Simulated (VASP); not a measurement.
Band structure of W (bcc). These are rev-vdW-DF2, VASP's PBE PAW potentials (set 64) (plane waves; VASP 6.6.1) values and carry that method's errors.

Unless said otherwise, spin-orbit coupling is left out, though it shifts the bands of the heavy elements here.

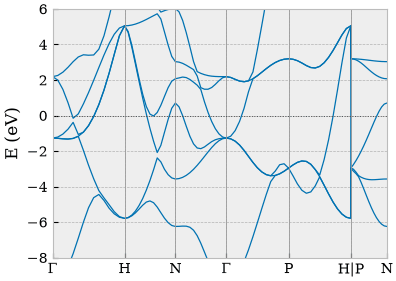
*Bands along high-symmetry lines, zero at the valence-band maximum or, without a gap, the Fermi level*

### Question
Read the plot: is there a gap, and where are the band edges?

### Answer
It has no gap at this level: it comes out as a metal or semimetal. (Edges off the drawn lines would not show.)

The compound is W in the bcc structure. It was relaxed first.
